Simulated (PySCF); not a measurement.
```xyz
18

C    -2.1857   -0.2334    0.7462
C    -2.0032    1.1389    0.1762
C    -0.8049    0.3208    0.5471
C     0.0756   -0.2486   -0.5306
C     0.9545   -1.3840   -0.0065
O     2.0218   -0.8773    0.7436
Si    2.6829    0.5351    0.2809
S     1.2044    1.0482   -1.1830
H    -2.5583   -0.3279    1.7548
H    -2.5180   -1.0198    0.0850
H    -2.2019    1.2861   -0.8742
H    -2.2510    1.9918    0.7885
H    -0.2543    0.6175    1.4325
H    -0.5231   -0.5888   -1.3766
H     0.3704   -2.0416    0.6449
H     1.3495   -1.9707   -0.8437
H     3.9532    0.3520   -0.3971
H     2.6794    1.4079    1.4405
```

Geometry: GFN2-xTB.

Theory: PBE0/pcSseg-1, SCF density, gas phase, non-relativistic (PySCF 2.14.0).

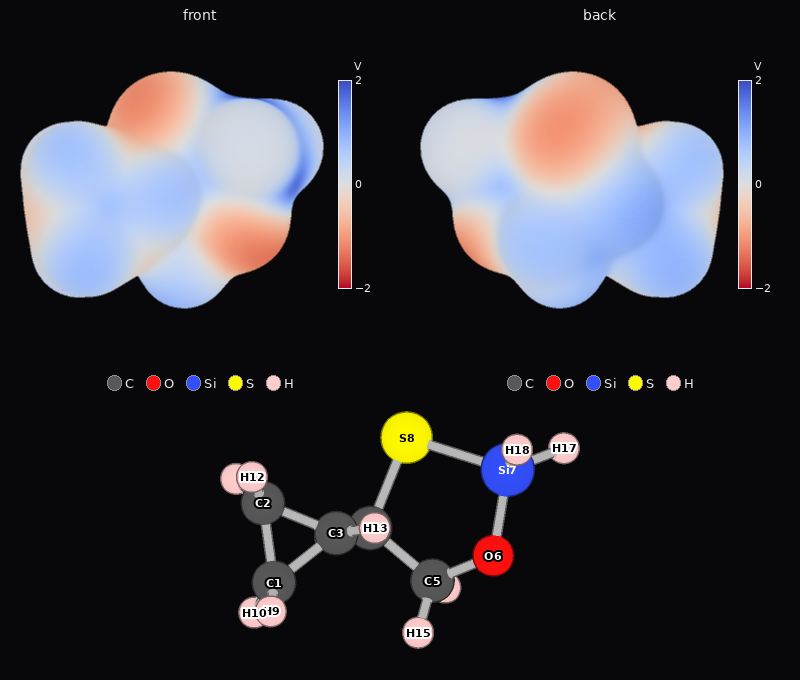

C5H10OSSi. The molecular electrostatic potential painted on the density surface at 0.002 e/bohr³, seen from the front and from behind; red is negative and blue positive. The bare structure is drawn below in the same view.

Where is the surface potential most negative and most positive?

The most negative region (about −1.2 V, or −28 kcal/mol for a unit charge) lies over O6, the most positive (about +1.7 V, or +39 kcal/mol for a unit charge) over Si7. O6 is the likeliest acceptor of a hydrogen bond.

What dipole moment does the calculation give?

Its dipole moment is 1.29 D.
